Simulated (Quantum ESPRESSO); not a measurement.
# Voltage at the next charge: Sr(111), 5 layers against an electrode

How the rows were computed: Quantum ESPRESSO 7.5, PBE, GBRV ultrasoft; ESM with bc3, a metal electrode 7.07 Å above the top atoms; cell area 16.007 Å²; ions fixed. V is the potential energy of an electron at the electrode over the slab's Fermi level, divided by e, so that it equals the work function at zero charge; positive charge removes electrons.

```tsv
charge (e a cell)	V (V)
0	2.651
0.024	3.862
0.048	5.131
```

To predict: What is V at a charge of 0.096 e, and what capacitance do the rows imply?

By hand: The last two rows give dV/dq = (5.131 − 3.862)/(0.048 − 0.024) = 52.9 V/e, so C = 1602/(16.007 × 52.9) = 1.89 µF/cm², an effective gap of 8.854/1.89 = 4.68 Å. At constant C, V = 5.131 + 52.9 × 0.048 = 7.67 V.

**Check.** V = 7.796 V; the estimate misses by −0.13 V, 4.8 % of the step. Over the three intervals C goes 1.98, 1.89 and 1.80 µF/cm²: it falls as electrons leave, the surface charge drawing back towards the atoms.

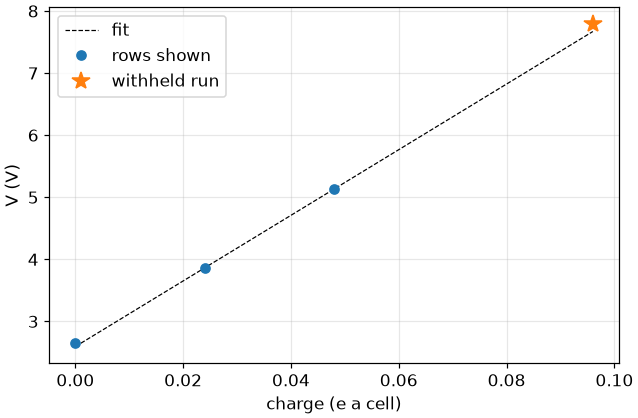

The rows shown, the fit and the withheld run.

**Limits.** Vacuum fills the gap; a dielectric or electrolyte would change C. The slab is thin.

[Logs are printed without paths, hosts, clocks, repeated set-up lines and the standing remarks that a program may print on its own settings, such as how far it seeks lower states.]
